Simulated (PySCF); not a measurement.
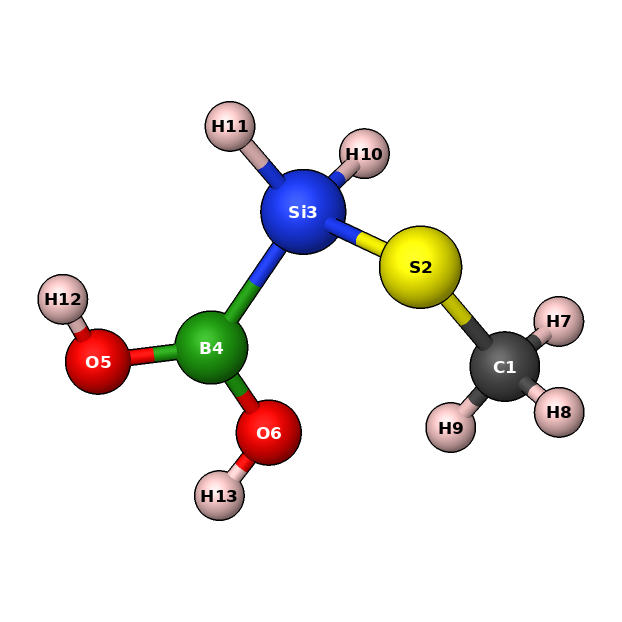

Every bond is drawn as one stick. The geometry was computed by an optimisation with PBE0-D3(BJ)/def2-SVP. No frequency run is at hand to confirm it as a minimum. Method: PBE0/6-31G (PySCF 2.14.0).

List the Mayer bond orders of C1–S2, C1–H7, C1–H8, C1–H9, S2–Si3, Si3–B4, Si3–H10, Si3–H11, B4–O5, B4–O6, O5–H12, O6–H13.

```json
{"bond": "C1–S2", "Mayer order": "0.92", "length (Å)": "1.825"}
{"bond": "C1–H7", "Mayer order": "0.92", "length (Å)": "1.099"}
{"bond": "C1–H8", "Mayer order": "0.93", "length (Å)": "1.098"}
{"bond": "C1–H9", "Mayer order": "0.90", "length (Å)": "1.099"}
{"bond": "S2–Si3", "Mayer order": "0.91", "length (Å)": "2.152"}
{"bond": "Si3–B4", "Mayer order": "0.88", "length (Å)": "2.037"}
{"bond": "Si3–H10", "Mayer order": "0.90", "length (Å)": "1.499"}
{"bond": "Si3–H11", "Mayer order": "0.92", "length (Å)": "1.499"}
{"bond": "B4–O5", "Mayer order": "1.07", "length (Å)": "1.362"}
{"bond": "B4–O6", "Mayer order": "1.10", "length (Å)": "1.359"}
{"bond": "O5–H12", "Mayer order": "0.78", "length (Å)": "0.961"}
{"bond": "O6–H13", "Mayer order": "0.79", "length (Å)": "0.967"}
```
